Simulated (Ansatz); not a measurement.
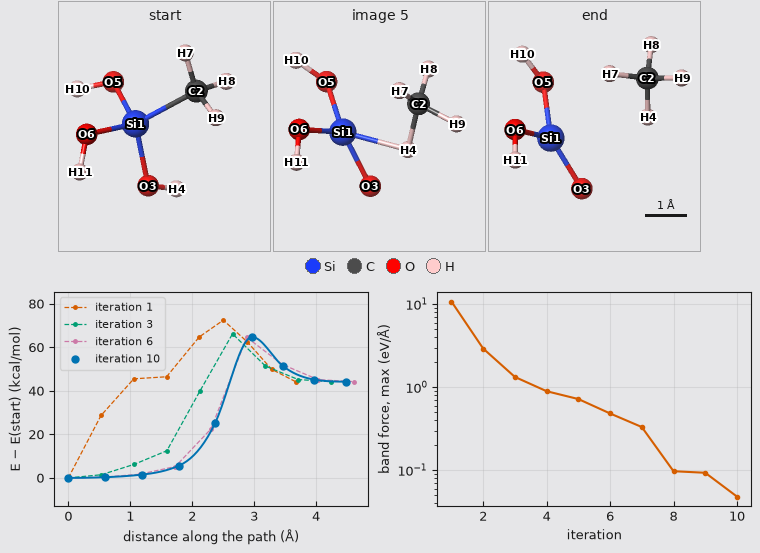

A search for the minimum-energy path of CH6O3Si by the nudged elastic band. Images are numbered from 0 (start) to 8 (end). The plot follows the band through its iterations. Style: ball-and-stick. Shown from a free direction.

All numbers below come from RKS PBE0-D4/def2-SVP (Ansatz). Settings: 7 movable images; climbing image; force threshold 0.05 eV/Å; iteration limit 60; starting path through a guess of the saddle point.

### Did the band converge, and can the barrier be trusted?

The result is final at these settings. The band converged in 10 iterations. The largest component of the band force went from 11 to 0.048 eV/Å. The climbing image converged on the top of the path. Its vibrational analysis gives one imaginary mode (1237i cm⁻¹), as a transition state must have. The first iteration put the highest image at 72.5 kcal/mol. Forward barrier 64.7 kcal/mol, backward barrier 20.5 kcal/mol, with image 5 at the top; the reaction energy is +44.2 kcal/mol.
